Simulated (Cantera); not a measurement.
A closed system holds: 1 mol borazine, 0.36 mol NH3, equilibrated at 593 Torr.

Equilibrium computed with Cantera from the NASA thermochemical tables; the gas is ideal and each condensed phase is pure. Candidate condensed phases: B, BN; 15 gas species. The feed counts by its element totals alone. The tables' values for BH2 are old estimates; treat these amounts as uncertain. Gases not in the tables: B2H6 and higher boranes. The numbers say what is thermodynamically allowed, not how fast it happens.

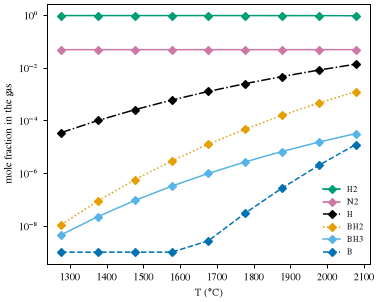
Equilibrium gas composition (values under 1e-9 drawn at 1e-9)

Problem. Read off the mole fractions at 1377 °C.

Solution. H2 about 0.95, N2 about 0.048, H about 1.0e-4, BH2 about 8.9e-8, BH3 about 2.3e-8.
